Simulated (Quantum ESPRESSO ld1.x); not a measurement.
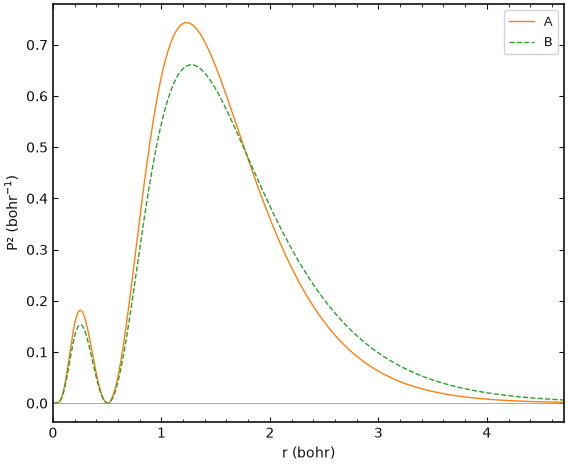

Two charge states of technetium were computed: Tc²⁺ in [Ar] 3d10 4s2 4p5 4d5 5s1 (open shells shared over both j by 2j + 1); Tc⁺ in [Kr] 4d5 5s1 (open shells shared over both j by 2j + 1). Theory: Dirac Kohn-Sham, LDA (Slater exchange, VWN5 correlation), spin-unpolarised, spherical densities, point nucleus (computed with Quantum ESPRESSO ld1.x 7.5).

The plot shows P² of the 4d5/2 orbital in both runs (large components where relativistic).

> Which curve belongs to which run?

A is Tc²⁺ in [Ar] 3d10 4s2 4p5 4d5 5s1 (open shells shared over both j by 2j + 1) (⟨r⟩ = 1.54 bohr, eigenvalue −26.8 eV); B is Tc⁺ in [Kr] 4d5 5s1 (open shells shared over both j by 2j + 1) (⟨r⟩ = 1.68 bohr, eigenvalue −14.2 eV). Fewer electrons screen less, so the orbital shrinks.
